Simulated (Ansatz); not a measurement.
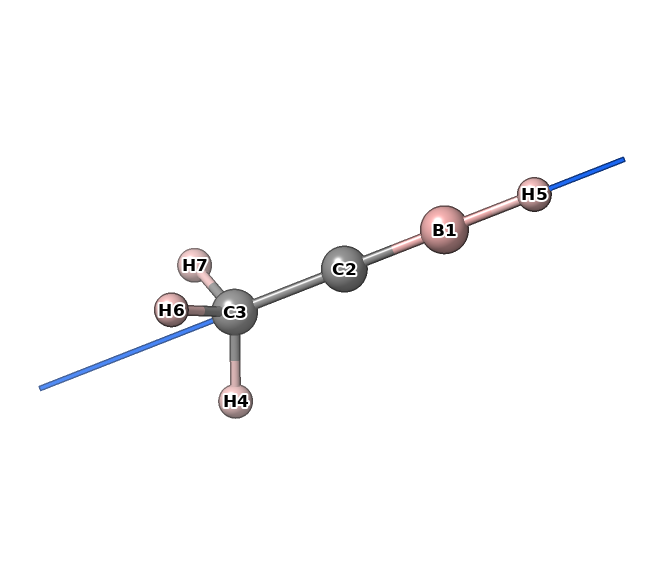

A line through the centre of mass is drawn in. Distant atoms are faded towards the background colour. State: charge −1, singlet. The geometry was computed by an optimisation with PBE-D4/def2-SVPD. No frequency run is at hand to confirm it as a minimum.

Is the line a proper rotation axis of the structure, and of what order?

Answer. Yes, a C3 axis. A turn by 120° leaves B1, C2, C3, H5 in place and moves H4 → H6 → H7 → H4. The point group is C3v.
